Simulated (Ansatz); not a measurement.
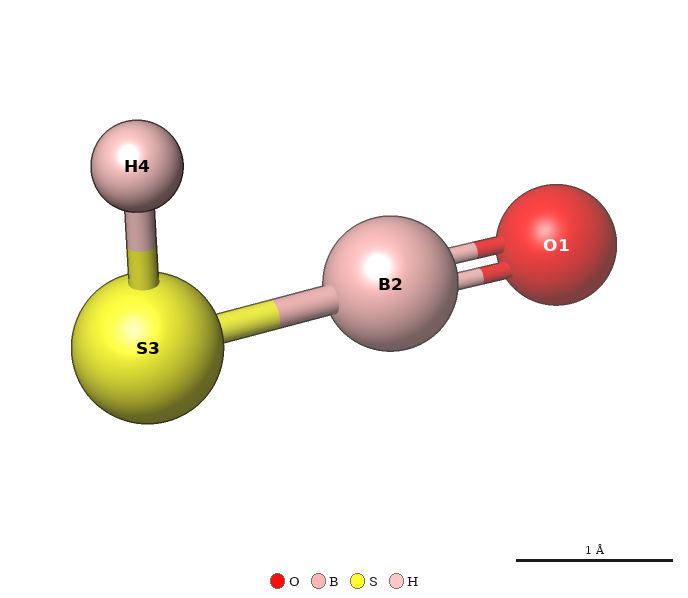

Orthographic view. Depth is shown by fading: the farther an atom, the more it takes the colour of the background. The computed structure is the end point of a PBE0-D4/def2-TZVP optimisation. No frequency run is at hand to confirm it as a minimum.

Write a MOL file (V2000) with the atoms in numerical order, bonds sorted by atom number with the orders drawn, and coordinates in the frame of the picture: x right, y up, z towards the viewer, origin at the mean position.

```
BHOS
                    3D

  4  3  0  0  0  0  0  0  0  0999 V2000
    1.6000    0.1000   -0.9100 O   0  0  0  0  0  0  0  0  0  0  0  0
    0.5300   -0.1500   -0.4000 B   0  0  0  0  0  0  0  0  0  0  0  0
   -1.0300   -0.5600    0.3200 S   0  0  0  0  0  0  0  0  0  0  0  0
   -1.1000    0.6100    0.9900 H   0  0  0  0  0  0  0  0  0  0  0  0
  1  2  2  0
  2  3  1  0
  3  4  1  0
M  END
```
